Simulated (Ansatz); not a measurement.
# SiHCl3 (trichlorosilane): BLYP/STO-3G

Aim: the vertical singlet–triplet gap of SiHCl3 (trichlorosilane) at BLYP/STO-3G, from 2 runs. 

The results are computed with Ansatz 0.2.0.

56 further runs of the same task are left out: 10 that didn't finish, 46 set aside as unsound or not needed.

**1. Starting point**

The species is SiHCl3 (5 atoms), meant as a singlet with charge 0. As SMILES, `Cl[SiH](Cl)Cl`. The shape is that of a PBE0-D4/def2-TZVP optimisation.

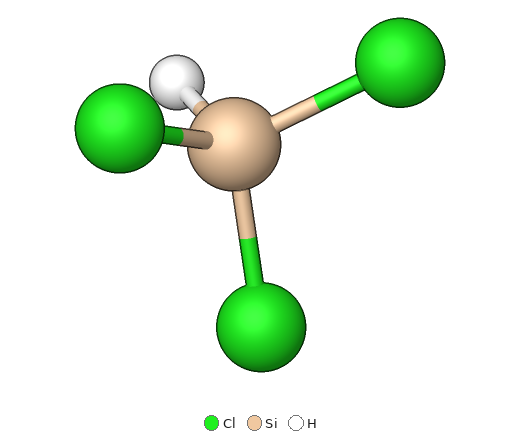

Viewed from a chosen angle; chlorine green, silicon light orange, hydrogen white.

**2. A single-point energy at BLYP/STO-3G**

Input file input.yaml:

```yaml
crystal:
  periodic: [false, false, false]
  atoms:
    - {symbol: Cl, position_ang: [1.690930, -0.571430, 0.891880]}
    - {symbol: Si, position_ang: [-0.081300, -0.012690, 0.075440]}
    - {symbol: Cl, position_ang: [0.017700, 1.933700, -0.491290]}
    - {symbol: Cl, position_ang: [-0.476020, -1.170520, -1.544190]}
    - {symbol: H, position_ang: [-1.151310, -0.179060, 1.068150]}
basis:
  gaussian: {orbitals: STO-3G}
hamiltonian: {xc: {name: BLYP}}
accuracy: high
```

The run is started by

```sh
$ ansatz run input.yaml --threads 1 --pin off --max-ram 3480MiB --events-out events.jsonl --progress --plain --runs-dir runs
```

Log:

```text
Warning: RAYON_NUM_THREADS=1 ignored (pool sized by the plan → 1); use --threads N
Functional definition: BLYP
  name "BLYP"
  parameter beta = 0.0042
  parameter a = 0.04918
  parameter b = 0.132
  parameter c = 0.2533
  parameter d = 0.349
  exchange = b88_x(beta = beta)
  correlation = lyp_c(a = a, b = b, c = c, d = d)
712 factors; integrals over basis functions are off by at most 2.0e-8 eV
mean field evaluation 1: about -44954.6979 eV, gradient 3.5e1 eV
mean field evaluation 2: about -44951.3192 eV, gradient 4.6e1 eV
mean field evaluation 4: about -44959.6070 eV, gradient 5.9e-1 eV
mean field evaluation 8: about -44959.5820 eV, gradient 1.0e-3 eV
mean field evaluation 16: about -44959.5820 eV, gradient 2.5e-8 eV
mean field -44959.58196508 eV, -1652.2341625174 hartree, gradient 2.5e-8 eV, S^2 0.000000; 0 other end points of the search recorded, 0 dependent functions left out
reference -44959.58200733 eV, -1652.2341640703 hartree; 33, 33 occupied and 4, 4 virtual orbitals, 712 factors
Total energy: -44959.58200733 eV, -1652.2341640703 hartree
```

Run time: 2 s. Hardware: 1 thread of Arm Neoverse V2, shared host; peak memory 0.12 GiB.

**3. The triplet**

Input file in.yaml:

```yaml
crystal:
  periodic: [false, false, false]
  atoms:
    - {symbol: Cl, position_ang: [1.690930, -0.571430, 0.891880]}
    - {symbol: Si, position_ang: [-0.081300, -0.012690, 0.075440]}
    - {symbol: Cl, position_ang: [0.017700, 1.933700, -0.491290]}
    - {symbol: Cl, position_ang: [-0.476020, -1.170520, -1.544190]}
    - {symbol: H, position_ang: [-1.151310, -0.179060, 1.068150]}
basis:
  gaussian:
    orbitals: STO-3G
magnetization:
  spin_polarized: true
  initial_magnetization: 2
hamiltonian:
  xc: {name: BLYP}
accuracy: high
```

The run is started by

```sh
$ ansatz run in.yaml --threads 1 --pin off --max-ram 3480MiB --events-out events.jsonl --progress --plain --runs-dir runs
```

Log (excerpt; [...] marks lines left out):

```text
Warning: RAYON_NUM_THREADS=1 ignored (pool sized by the plan → 1); use --threads N
[... 2 set-up lines as earlier in the session ...]
[...]
712 factors; integrals over basis functions are off by at most 2.0e-8 eV
[...]
mean field -44952.32153525 eV, -1651.9673466425 hartree, gradient 1.1e-8 eV, S^2 2.000565; 8 other end points of the search recorded, 0 dependent functions left out
reference -44952.32157761 eV, -1651.9673481991 hartree; 34, 32 occupied and 3, 5 virtual orbitals, 712 factors
Total energy: -44952.32157761 eV, -1651.9673481991 hartree
```

It took 15 s on 1 thread of Arm Neoverse V2, shared host; peak memory 0.17 GiB.

**4. Outcome**

At BLYP/STO-3G:

| quantity | value |
| --- | --- |
| singlet: total energy | -1652.23416 Eh |
| triplet: total energy | -1651.96735 Eh |
| triplet: ⟨S²⟩ | 2.001 |
| vertical energy of the triplet above the singlet | 7.260 eV |

What this shows: At this shape the triplet lies 7.26 eV (701 kJ/mol) above the singlet. In a minimal basis such a difference can be off by several eV, whatever the method.
